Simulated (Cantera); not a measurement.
Input: 1 mol SiH4, 0.12 mol N2O, 1.5 mol CO2, at 652 °C.

Method: chemical equilibrium by Gibbs-energy minimisation in Cantera with the NASA 1993 tables (ideal gas, pure condensed phases). Candidate condensed phases: C, C6H6, C7H8, C8H18, H2O, Si, SiC, SiO2, Si2N2O, Si3N4; 151 gas species. Kinetics and transport are ignored.

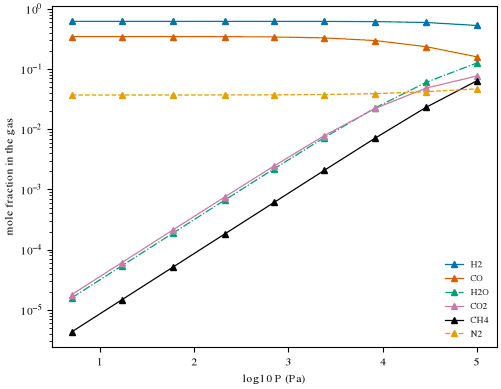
Figure. Equilibrium gas composition (values under 1e-9 drawn at 1e-9)

From 0.0375 Torr to 750 Torr the condensed part is C(graphite) + SiO2(β-quartz).
